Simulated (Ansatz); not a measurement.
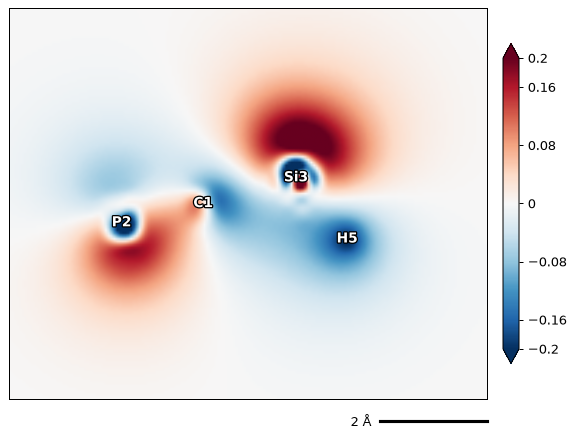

Figure 1: CH$_{2}$PSi (SMILES [SiH2]C#P) (doublet). One frontier orbital on the plane of atoms C1, Si3 and H5 (values in Å⁻³ᐟ²; the overall sign is arbitrary).

Geometry: B3LYP-D3(BJ)/def2-SVP.

Theory: Ansatz 0.2.0, isolated molecule in a Gaussian basis; Kohn-Sham density functional theory, functional PBE0.

Input file:

```
crystal:
  periodic: [false, false, false]
  atoms:
    - symbol: C
      position_ang: [-1.919491, 1.320702, 0.918768]
    - symbol: P
      position_ang: [-2.186425, 2.477683, 1.939927]
    - symbol: Si
      position_ang: [-1.548815, -0.105607, -0.111570]
    - symbol: H
      position_ang: [-0.467319, 0.127658, -1.107563]
    - symbol: H
      position_ang: [-2.750142, -0.765685, -0.692228]
basis:
  gaussian: {orbitals: def2-TZVPD}
magnetization: {spin_polarized: true, initial_magnetization: 1}
hamiltonian: {xc: pbe0}
output: {forces: true, orbitals: {seedname: orbitals}}
```

Launched as:

```sh
ansatz run input.yaml --threads 1 --pin off --max-ram 2610MiB --events-out events.jsonl --progress --plain --runs-dir runs
```

Which orbital is it: HOMO (α) or LUMO (α)?

The HOMO (α), at −6.11 eV. Its weight (Hirshfeld) is mainly on Si3 (about 60 %), P2 (about 25 %) and C1 (about 5 %).
